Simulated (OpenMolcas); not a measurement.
# One shape, several levels: SiPH5O2 (SMILES O[SiH2]OP)

We compute a comparison of 6 runs (HF/3-21G, B2PLYP/6-31G*, B3LYP/6-31G*, BHLYP/6-31G*, PBE0/6-31G*, SVWN5/6-31G*) of SiPH5O2. 

The results are computed with OpenMolcas 26.06.

1 further run of the same task is left out (set aside as unsound or not needed).

**1. Starting point**

SiPH5O2 has 9 atoms, charge 0, and is taken as a singlet. SMILES: `O[SiH2]OP`. The shape is that of a PBE0-D4/def2-TZVP optimisation. This is one conformer, not always the lowest.

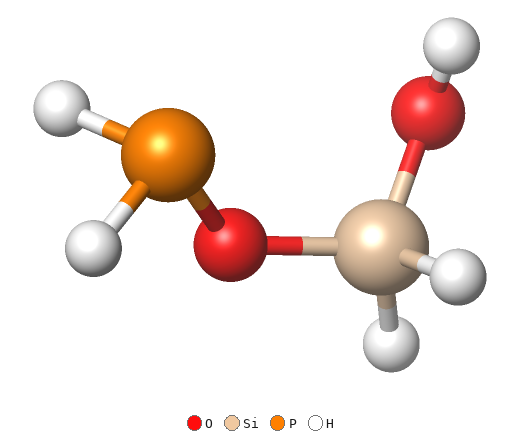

Viewed from a chosen angle; oxygen red, silicon light orange, phosphorus orange, hydrogen white.

**2. Energy and gradient at HF/3-21G (run 1)**

File geom.xyz:

```xyz
9

O     -0.307900     1.144300    -1.642900
Si     0.817700     0.562000    -0.606400
O      0.302400    -0.778100     0.201800
P     -0.942200    -0.834900     1.277600
H     -0.998700     1.706900    -1.290600
H      1.170600     1.605300     0.391300
H      1.964500     0.123500    -1.421100
H     -0.305900    -1.590900     2.302600
H     -1.612000    -1.984300     0.770600
```

File run.input:

```
&gateway
 baslib=$CurrDir
 coord=geom.xyz
 basis=3-21G
 group=NoSym

&seward

&scf
 thresholds=1e-10 1e-07 1e-07 1e-05
 prorbitals=0

&alaska
```

The basis set 3-21G is read from a file made from the Basis Set Exchange's data (not shown).

Started as:

```bash
$ export MOLCAS_MEM=1860
$ pymolcas run.input > run.log
```

Log:

```text
--- Start Module: gateway ---
[...]
--- Stop Module: gateway /rc=_RC_ALL_IS_WELL_ ---
[...]
      Basis functions           54
[...]
--- Start Module: scf ---
[...]
       Convergence after  15 Iterations
[...]
::    Total SCF energy                               -778.2547017196
[...]
      Total spin, S                                     0.0000000000
[...]
      Total electronic charge=   50.000000
      Total            charge=   -0.000000
[...]
      Dipole Moment (debye):
      Origin of the operator (angstrom)=   -0.0643   -0.0461    0.0033
                   X= -1.1789E+00               Y=  1.0886E+00               Z=  1.8664E+00           Total=  2.4614E+00
      Quadrupole Moment (debye*angstrom):
[...]
 *              Molecular gradients               *
 **************************************************
  Irreducible representation: a
 ------------------------------------------------------------------------------------------
                              X                       Y                       Z
 ------------------------------------------------------------------------------------------
  O1                1.56144821697790E-02   -1.02296925287026E-02    3.28666228506158E-03
  SI2              -4.35469008508882E-02    9.91452716631969E-03    7.77358234990366E-03
  O3               -1.16955368779568E-02   -6.93188303729286E-03    1.10239614521782E-02
  P4                2.29409012193358E-02    2.34745201180007E-02   -2.53112376535913E-02
  H5                9.96677619896058E-03   -5.26878094971606E-03    8.34900528288340E-03
  H6                7.00364971208511E-04   -2.11653824537805E-05    3.62380726444567E-04
  H7                4.56162865513754E-04   -3.82880971312960E-03   -2.46888893204655E-03
  H8                1.04788899240993E-03   -4.06663378361571E-03   -3.26529755493077E-03
[...]
```

It took 4.5 s on 1 thread of Arm Neoverse N1, shared host; peak memory 0.39 GiB.

**3. A single-point energy at B2PLYP/6-31G(d) (spherical functions) (run 2)**

File run.input:

```
&GATEWAY
 BasLib=$CurrDir
 Coord
 9
 angstrom
 O       -0.307900       1.144300      -1.642900
 Si       0.817700       0.562000      -0.606400
 O        0.302400      -0.778100       0.201800
 P       -0.942200      -0.834900       1.277600
 H       -0.998700       1.706900      -1.290600
 H        1.170600       1.605300       0.391300
 H        1.964500       0.123500      -1.421100
 H       -0.305900      -1.590900       2.302600
 H       -1.612000      -1.984300       0.770600
 Basis=6-31Gs
 Group=NoSym

&SEWARD
 GridInput
 Grid=UltraFine
 End of Grid

&SCF
 KSDFT=B2PLYP_SCF
 Thresholds=1e-10 1e-07 1e-07 1e-05
 PrOrbitals=1 2

&MBPT2
 Frozen=12
```

The basis set 6-31G* is read from a file made from the Basis Set Exchange's data (not shown).

Started as:

```bash
$ export MOLCAS_MEM=1860
$ pymolcas run.input > run.log
```

Log:

```text
--- Start Module: gateway ---
[...]
--- Stop Module: gateway /rc=_RC_ALL_IS_WELL_ ---
[...]
      Basis functions           74
[...]
--- Start Module: scf ---
[...]
       Convergence after  13 Iterations
[...]
::    Total KS-DFT energy                            -783.7356436029
[...]
      Total spin, S                                     0.0000000000
[...]
      Total electronic charge=   50.000000
      Total            charge=   -0.000000
[...]
      Dipole Moment (debye):
      Origin of the operator (angstrom)=   -0.0643   -0.0461    0.0033
                   X= -9.1390E-01               Y=  7.2546E-01               Z=  1.2361E+00           Total=  1.6998E+00
      Quadrupole Moment (debye*angstrom):
[...]
--- Stop Module: scf /rc=_RC_ALL_IS_WELL_ ---
[...]
--- Start Module: mbpt2 ---
[...]
 ###    WARNING: MP2 implementation intended for RHF references only         ###
 ###############################################################################
MBPT2 WARNING: Reference function according to RunFile:KS-DFT
I'll assume you know what you're doing and continue
WARNING!
Default frozen orbitals as non valence orbitals is overwritten by user input.
Default values:   9
[...]
       Reference weight ( Cref**2 )         =        0.78804
::    Total MBPT2 energy                             -784.3901610713
[...]
      Total MBPT2 calculations                           0.22      0.26
--- Stop Module: mbpt2 /rc=_RC_ALL_IS_WELL_ ---
[...]
```

Wall time 30 s (1 thread of Arm Neoverse N1, shared host); peak memory 0.43 GiB.

Runs 3 to 5 aren't shown in full; the table further down has their settings and results.

**4. Energy and gradient at SVWN5/6-31G(d) (spherical functions) (run 6)**

File run.inp:

```
* H5O2PSi Kohn-Sham DFT
&GATEWAY
BasLib=$CurrDir
Coord
9
bohr
O     -0.58184667     2.16241360    -3.10463105
Si     1.54522905     1.06202608    -1.14592992
O      0.57145318    -1.47039590     0.38134673
P     -1.78049995    -1.57773234     2.41431410
H     -1.88726948     3.22557352    -2.43888054
H      2.21211340     3.03357735     0.73944983
H      3.71236697     0.23338118    -2.68548980
H     -0.57806722    -3.00636529     4.35128337
H     -3.04623851    -3.74978355     1.45622295
Basis=6-31Gs
Group=NoSym
&SEWARD
GridInput
Grid=UltraFine
End of Grid
&SCF
KSDFT=SVWN5
Thresholds=1e-10 1e-07 1e-07 1e-05
PrOrbitals=0
&ALASKA
```

The basis set 6-31G* is read from a file made from the Basis Set Exchange's data (not shown).

Started as:

```bash
$ export MOLCAS_MEM=1860
$ pymolcas run.inp > run.log
```

Log:

```text
--- Start Module: gateway ---
[...]
--- Stop Module: gateway /rc=_RC_ALL_IS_WELL_ ---
[...]
      Basis functions           74
[...]
--- Start Module: scf ---
[...]
       Convergence after  16 Iterations
[...]
::    Total KS-DFT energy                            -780.7892702058
[...]
      Total spin, S                                     0.0000000000
[...]
      Total electronic charge=   50.000000
      Total            charge=   -0.000000
[...]
      Dipole Moment (debye):
      Origin of the operator (angstrom)=   -0.0643   -0.0461    0.0033
                   X= -8.6915E-01               Y=  5.3756E-01               Z=  1.0187E+00           Total=  1.4430E+00
      Quadrupole Moment (debye*angstrom):
[...]
 *              Molecular gradients               *
 **************************************************
  Irreducible representation: a
 ------------------------------------------------------------------------------------------
                              X                       Y                       Z
 ------------------------------------------------------------------------------------------
  O1               -7.82945466997553E-03    7.90171372480764E-03    1.27003664603365E-02
  SI2               1.17355816775522E-03   -2.66947874451873E-03   -1.74529383029531E-03
  O3               -7.20679259947410E-03    8.61647188130021E-03    3.40716155616108E-03
  P4                7.07002147813007E-03   -1.23008441429739E-02   -2.80614667310175E-03
  H5                1.24102549833132E-02   -1.00333728939703E-02   -6.99877504415203E-03
  H6               -2.06224003364452E-03   -4.52026412282391E-03   -4.69277034048821E-03
  H7               -3.95260680733678E-03    2.11581443808506E-03    3.17467280278727E-03
  H8               -2.81999786373421E-03    4.57954935453664E-03   -4.94601027391317E-03
[...]
```

It took 37 s on 1 thread of Arm Neoverse N1, shared host; peak memory 0.43 GiB.

**5. Overview of the runs**

```csv
run,level,task,frozen core orbitals,energy (Eh),dipole moment (D),HOMO energy (eV),LUMO energy (eV),wall time
1,HF/3-21G,gradient,–,-778.254702,2.46,-10.28,4.00,4.5 s
2,B2PLYP/6-31G* (spherical functions),energy,12,-783.912363,1.70,-8.30,1.39,30 s
3,B3LYP/6-31G* (spherical functions),gradient,–,-784.359663,1.55,-6.94,-0.15,50 s
4,BHLYP/6-31G* (spherical functions),gradient,–,-784.249106,1.70,-8.36,1.07,50 s
5,PBE0/6-31G* (spherical functions),gradient,–,-783.903998,1.52,-7.19,0.02,49 s
6,SVWN5/6-31G* (spherical functions),gradient,–,-780.789270,1.44,-5.94,-1.12,37 s
```

**6. Results**

```
                       quantity          value
            run 6: total energy  -780.78927 Eh
           run 6: dipole moment         1.44 D
             run 6: HOMO energy       -5.94 eV
             run 6: LUMO energy       -1.12 eV
           run 6: HOMO–LUMO gap        4.82 eV
run 6: largest force on an atom     0.896 eV/Å
```

**Reading.** The dipole moment (its size) runs from 1.44 D (SVWN5/6-31G*) to 2.46 D (HF/3-21G). The two ends differ in method and basis. The HOMO–LUMO gap runs from 4.82 eV (SVWN5/6-31G*) to 14.28 eV (HF/3-21G). For B2PLYP the log adds the whole second-order term; the table takes 0.27 of it, as the functional is defined. Totals of different functionals can't be ranked against each other. All runs together took 3.7 min, the longest 50 s.
